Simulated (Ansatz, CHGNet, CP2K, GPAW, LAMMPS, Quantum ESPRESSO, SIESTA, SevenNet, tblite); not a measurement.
# Running free surface of ionic liquid triethylsulfonium formate with water at 340 K (81 atoms) with tblite

How near does tblite come to plane waves for free surface of ionic liquid triethylsulfonium formate with water at 340 K (81 atoms)?

Program: tblite 0.8.0. Level of theory: the method is named at each step. Results are calculated unless marked as measured.

## Step 1: Set-up

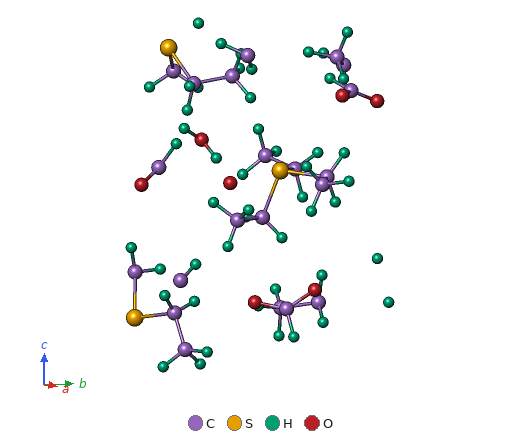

Start, viewed from the side, with the c axis up; carbon purple, sulfur orange, hydrogen teal, oxygen red. Bonds to atoms that aren't drawn are left out.

The cell holds 81 atoms: 21 C, 3 S, 50 H and 7 O. Its edges and angles: a = 8.574 Å, b = 8.574 Å, c = 21.346 Å, α = 90.0°, β = 90.0°, γ = 90.0°. 3 triethylsulfonium, 3 formate, 1 H2O placed at random, at 1.02 g/cm³, as a film with 10 Å of vacuum; overlaps pushed apart, then 10 ps at 390 K with MMFF94 bonds, angles, torsions, charges and radii (Halgren, J. Comput. Chem. 17, 490 (1996)) in harmonic and 12-6 forms; SPC/E water (Berendsen, Grigera and Straatsma, J. Phys. Chem. 91, 6269 (1987)); charges of ions scaled by 0.8. Snapshot after 30 ps at 340 K and fixed volume. Vacuum lies along c.

The yardstick, on the same geometry:

| Quantity | Value |
| --- | --- |
| method | Kohn-Sham DFT, PBE, SSSP efficiency 1.3.0 pseudopotentials, plane waves (Quantum ESPRESSO 7.5); sssp-pbe-1.3.0-efficiency, cutoffs 60/480 Ry, Γ point |
| r.m.s. force component | 0.8313 eV/Å |
| longest force | 3.272 eV/Å |
| gap (highest filled to lowest empty level) | 1.987 eV |
| time | 2.8 min on 4 MPI ranks of Arm Neoverse V2, shared host |
| CPU time | 11 min |

## Step 2: GFN2-xTB

Method: GFN2-xTB tight binding, diagonalisation.

run.py

```python
import numpy as np
from ase.io import read
from tblite.ase import TBLite

atoms = read("structure.xyz")
atoms.calc = TBLite(method="GFN2-xTB", electronic_temperature=580, accuracy=1.0, max_iterations=250, mixer_damping=0.4, verbosity=1)
energy = atoms.get_potential_energy()
forces = atoms.get_forces()
print(f"energy {energy:.6f} eV")
print("forces (eV/A)")
for i, (a, f) in enumerate(zip(atoms, forces)):
    print(f"{i:4d} {a.symbol:2s} {f[0]:10.5f} {f[1]:10.5f} {f[2]:10.5f}")
print("charges (e)")
print(np.array2string(atoms.get_charges(), precision=4, suppress_small=True, max_line_width=110, threshold=100000))
```

structure.xyz

```xyz
81
Lattice="8.57364 0.00000 0.00000 0.00000 8.57364 0.00000 0.00000 0.00000 21.34624" Properties=species:S:1:pos:R:3 pbc="T T T"
C 8.30168 2.49870 8.17646
C 0.79375 2.07645 7.20030
S 2.27673 1.39039 8.16088
C 2.09300 8.31849 7.38110
C 3.37801 7.63140 7.75765
C 3.43726 1.98994 6.87925
C 3.66180 3.43117 7.14480
H 7.44192 2.94342 7.60993
H 7.87737 1.59993 8.61278
H 0.22489 3.24152 8.93255
H 1.22500 2.88649 6.60239
H 0.29648 1.29633 6.59001
H 1.14784 7.83571 7.78754
H 2.16390 8.40114 6.30226
H 3.19248 6.57624 7.96129
H 4.15393 7.63114 6.99217
H 3.85171 7.88106 8.71161
H 3.02744 1.87643 5.86595
H 4.41971 1.50682 6.83699
H 2.71287 4.02610 7.37128
H 4.26230 3.57555 8.00527
H 4.28913 3.94105 6.36203
C 6.56526 6.00824 3.20898
C 5.17325 6.64714 3.40793
S 4.04290 5.19288 3.60751
C 3.78826 4.57232 1.85968
C 4.59556 3.32717 1.81763
C 2.51653 6.27282 3.56760
C 1.31845 5.50856 4.01395
H 6.93710 5.25907 3.90999
H 7.35215 6.78586 3.35712
H 6.63986 5.54612 2.22535
H 4.84668 7.07823 2.44585
H 5.08177 7.35284 4.28654
H 4.07411 5.24089 1.10616
H 2.73971 4.27259 1.83172
H 4.66132 2.92816 0.84873
H 4.21360 2.51311 2.47744
H 5.56258 3.44360 2.25416
H 2.45798 7.18008 4.15675
H 2.50522 6.57007 2.51523
H 1.50716 5.16742 5.01978
H 1.18668 4.65600 3.32340
H 0.48715 6.20689 4.12089
C 1.09640 6.18057 19.66181
C 2.11563 7.31717 19.90217
S 1.36570 0.36532 19.40736
C 2.79929 1.44749 19.64516
C 3.42740 1.65977 18.30888
C 0.56243 0.64585 21.06596
C 7.68687 0.07356 21.14217
H 1.51676 5.15910 19.77879
H 0.64088 6.25790 18.59279
H 0.23612 6.25721 20.31543
H 2.55417 7.31091 20.93468
H 2.97745 7.21849 19.20265
[... 21 atom lines left out ...]
H 5.50899 5.23215 18.83037
O 5.92850 1.47792 4.92671
H 6.30480 0.67037 5.38096
H 6.59519 1.83270 4.27138
```

The run is started by

```
$ OMP_NUM_THREADS=1 python run.py > output.txt
```

The program printed:

```text
------------------------------------------------------------
  cycle        total energy    energy error   density error
------------------------------------------------------------
      1     -107.6155508021  -1.0873045E+02   1.7868466E-01
      2     -108.3089183472  -6.9336755E-01   7.6203059E-02
      3     -108.3464604319  -3.7542085E-02   4.3187765E-02
      4     -108.3597971824  -1.3336751E-02   1.2829859E-02
      5     -108.3610549212  -1.2577389E-03   5.7461008E-03
      6     -108.3623635919  -1.3086707E-03   1.2919337E-03
      7     -108.3623722095  -8.6175521E-06   4.7941214E-04
      8     -108.3623748522  -2.6427139E-06   2.2516463E-04
      9     -108.3623755184  -6.6617150E-07   8.9028206E-05
     10     -108.3623756398  -1.2141577E-07   2.5218385E-05
     11     -108.3623756451  -5.2933018E-09   1.2649963E-05
------------------------------------------------------------
 total:                                   2.516 sec
energy -2948.690434 eV
forces (eV/A)
   0 C     0.18937    1.49873    0.36822
   1 C    -0.43519   -0.15121    0.32492
   2 S    -1.06844   -0.17277   -2.41126
   3 C     0.21560   -0.41322    1.09712
   4 C     0.75745   -2.09374    0.78834
   5 C     0.65273    0.12895   -0.78234
   6 C    -0.15813    2.42282   -0.25291
   7 H     0.96534    0.09117    0.54847
   8 H     0.18417    0.17056    0.59275
   9 H    -1.48505   -1.28836   -1.10036
  10 H    -0.55713   -0.18979    0.14026
  11 H     0.84156    0.26011    0.04202
  12 H     1.12875    0.44310   -0.74588
  13 H    -0.89610    0.27182    0.00095
  14 H    -0.25790   -0.40746   -0.41916
  15 H    -0.18557    0.43102    0.03496
  16 H    -0.21449    0.80592   -0.14227
  17 H    -0.28798   -0.27633    0.38845
  18 H    -0.20179   -0.30293    0.36391
  19 H     1.09976   -0.63572   -0.76005
  20 H     0.59449   -0.07066    1.19500
  21 H    -1.02423   -0.59475    0.27410
  22 C     0.93368    1.15052    0.29543
  23 C     0.76840   -0.95548   -0.11402
[...]
73 H    -0.91097   -0.82913    0.87323
  74 O     1.60504    1.62895   -0.53753
  75 C    -1.44859    1.49431    1.37119
  76 O    -0.35602   -2.38776   -0.94698
  77 H    -0.11329   -0.70737    0.25048
  78 O    -0.20320    0.44249   -0.29102
  79 H    -0.32164    1.47289   -1.02941
  80 H    -0.57401   -0.84617    0.98260
charges (e)
[-0.0976 -0.0453  0.2314 -0.0361 -0.1136 -0.047  -0.104   0.0905  0.0559  0.0334  0.0977  0.1217  0.1055
  0.1089  0.0515  0.0821  0.045   0.1012  0.1332  0.0355  0.0483  0.0761 -0.1063 -0.034   0.2447 -0.0332
 -0.1134 -0.0505 -0.1138  0.0677  0.0724  0.0554  0.0918  0.1104  0.124   0.077   0.0799  0.0512  0.0675
  0.1018  0.0748  0.0616  0.0492  0.1004 -0.0953 -0.0282  0.2232 -0.0243 -0.0935 -0.0621 -0.105   0.0739
  0.0327  0.0706  0.0982  0.0852  0.1015  0.1082  0.0418  0.0461  0.081   0.0804  0.1299  0.0652  0.0648
  0.0812 -0.552   0.365  -0.6035 -0.1346 -0.5948  0.355  -0.5834 -0.1015 -0.5923  0.3597 -0.6128 -0.1321
 -0.7089  0.3116  0.2959]
```

The job ended after 3 s (1 thread of Arm Neoverse V2, shared host; peak memory 0.18 GiB).

Banners, paths, timers and routine set-up lines are dropped from the logs unmarked, and long logs keep their key lines alone; longer cuts are marked.

Numbers from this run, and their distance from the reference:

- r.m.s. force component: 0.9057 eV/Å
- r.m.s. difference of force components: 390.2 meV/Å
- longest difference of force vectors: 1847 meV/Å
- force difference over r.m.s. force: 46.94 %
- slope of forces against the reference's: 0.9834
- correlation of force components: 0.9025

Length of the force difference by element (eV/Å):

| element | atoms | mean | most |
| --- | --- | --- | --- |
| C | 21 | 0.56 | 1.8 |
| H | 50 | 0.33 | 0.93 |
| O | 7 | 1.6 | 1.8 |
| S | 3 | 0.70 | 0.73 |

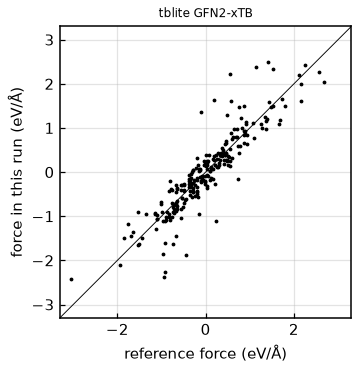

Force components against those of the reference; the line marks equality.

A closer look about S47, one of the 3 S atoms: 9 atoms, nearest first, numbered in the order of the input, with positions taken from that point.

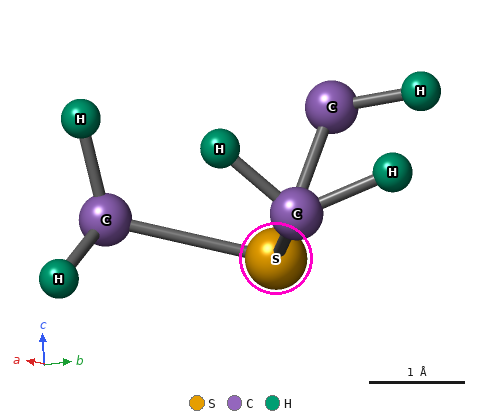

The atoms of the table, within 2.5 Å (arrows a, b, c point along x, y, z); some may hide others; the central atom is ringed.

| atom | x | y | z | distance (Å) | bonds | Mulliken charge (e) | Fx | Fy | Fz (eV/Å) |
| --- | --- | --- | --- | --- | --- | --- | --- | --- | --- |
| S47 | 0.00 | 0.00 | 0.00 | 0.00 | 3 | 0.22 | -0.50 | -1.08 | 2.05 |
| C48 | 1.43 | 1.08 | 0.24 | 1.81 | 4 | -0.02 | -0.65 | 0.38 | -0.39 |
| C46 | 0.75 | -1.62 | 0.49 | 1.85 | 4 | -0.03 | 0.52 | -0.98 | -0.73 |
| C50 | -0.80 | 0.28 | 1.66 | 1.86 | 4 | -0.06 | -1.50 | -1.05 | -0.29 |
| H57 | 2.01 | 0.51 | 0.93 | 2.27 | 1 | 0.10 | 0.83 | 0.17 | 0.63 |
| H58 | 0.99 | 2.01 | 0.63 | 2.33 | 1 | 0.11 | 0.70 | -0.17 | 0.11 |
| H62 | -0.91 | 1.31 | 1.74 | 2.36 | 1 | 0.08 | 0.02 | 2.27 | -0.18 |
| H56 | 1.61 | -1.72 | -0.20 | 2.37 | 1 | 0.09 | -0.45 | -0.20 | 0.43 |
| H55 | 1.19 | -1.63 | 1.53 | 2.53 | 1 | 0.10 | -0.70 | 0.26 | -0.87 |

Atoms are counted from 1 here, from 0 in the log.

Forces lie 47 % from the reference's, at 0.0045 times its CPU time (on 1 against 4 cores).

Left out of this page: tblite IPEA1-xTB (killed or ended with an error).

## Step 3: Outcome

```json
{"force difference from the reference": "tblite GFN2-xTB, 47 %", "its CPU time": "3 s"}
```

Tight binding differs by 47 % (tblite GFN2-xTB); it is another model, with fitted parameters of its own, and the xTB methods hold dispersion. One electronic-structure run takes under half the reference's CPU time: tblite GFN2-xTB, at 47 % in 3 s against 11 min. Periodic xTB results under one method name differ between programs and library versions. The network of contacts between molecules at the start is that of the classical potential that made the cell, and needn't be the one that DFT or experiment would give. The reference's PBE has no dispersion term, which matters for the binding between molecules or layers. The electronic-structure runs sample only Γ, in a cell whose shortest periodic width is 9 Å.

[Also dropped from logs without a mark: logging warnings of Python, and SIESTA's first energy breakdown and zero terms.]

[Logs are printed without paths, hosts, clocks, repeated set-up lines and the standing remarks that a program may print on its own settings, such as how far it seeks lower states.]

[Hosts, paths, dates, database ids (printed as entryN), source tags and the programs' standing remarks are cut or masked in the printed files.]

[The MMFF94 radii named for the starting cell were scaled by 0.96; in molecules described by MMFF94, hydrogen bound to N, O or S took a small fixed 12-6 site in their place.]
